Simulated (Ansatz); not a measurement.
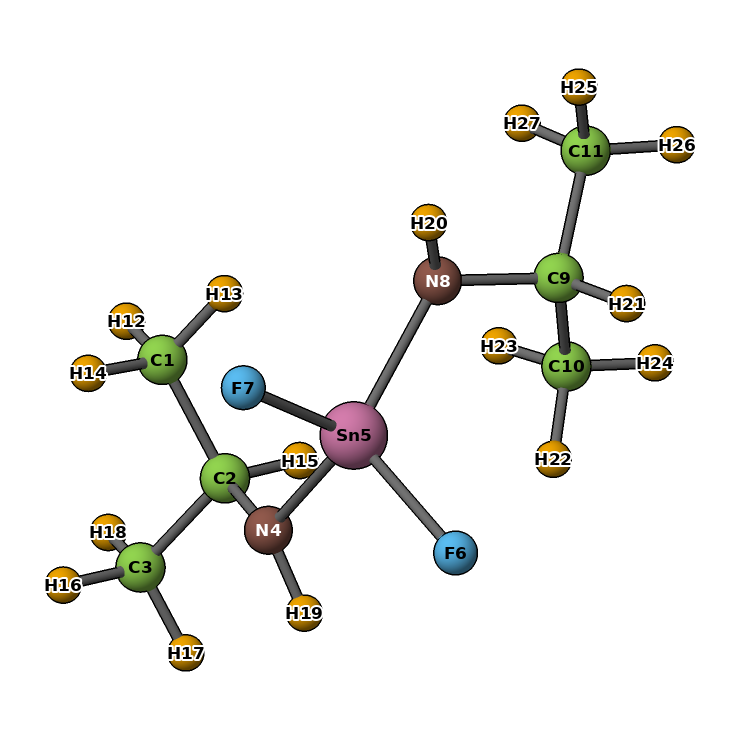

The questions are on Mulliken charges. The geometry was computed by an optimisation with PBE0-D4/def2-TZVP. No frequency run is at hand to confirm it as a minimum. Properties computed with RKS ωB97M-V/def2-TZVPP, core potentials on Sn (Ansatz 0.2.0).

List the Mulliken charges.

```
atom  value (e)
  C1      −0.31
  C2       0.02
  C3      −0.30
  N4      −0.44
 Sn5       1.32
  F6      −0.48
  F7      −0.47
  N8      −0.45
  C9       0.05
 C10      −0.36
 C11      −0.30
 H12       0.10
 H13       0.10
 H14       0.14
 H15       0.09
 H16       0.12
 H17       0.10
 H18       0.09
 H19       0.11
 H20       0.12
 H21       0.11
 H22       0.11
 H23       0.12
 H24       0.12
 H25       0.10
 H26       0.10
 H27       0.11
```

Mulliken values depend strongly on the basis set and can even reverse the polarity of a bond.
